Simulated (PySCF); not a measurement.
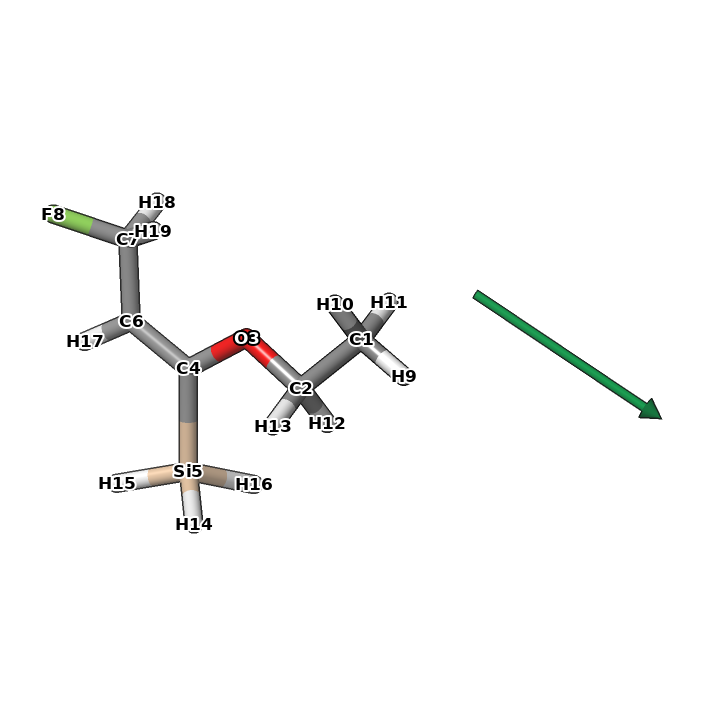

The arrow beside the molecule shows the direction of the dipole moment, from the negative to the positive end (its length means nothing). The computed structure is the end point of a GFN2-xTB optimisation. No frequency run is at hand to confirm it as a minimum. Level of theory: PBE0/pcSseg-1, gas phase (PySCF 2.14.0).

How large is the dipole moment?

3.11 D; it points from the side of F8 to the side of H9 (the outermost atoms at the two ends).

The geometry is semi-empirical. Around Si such bond lengths and angles can be off by a tenth of an ångström or more and by several degrees, and values that hang on the shape move with them.
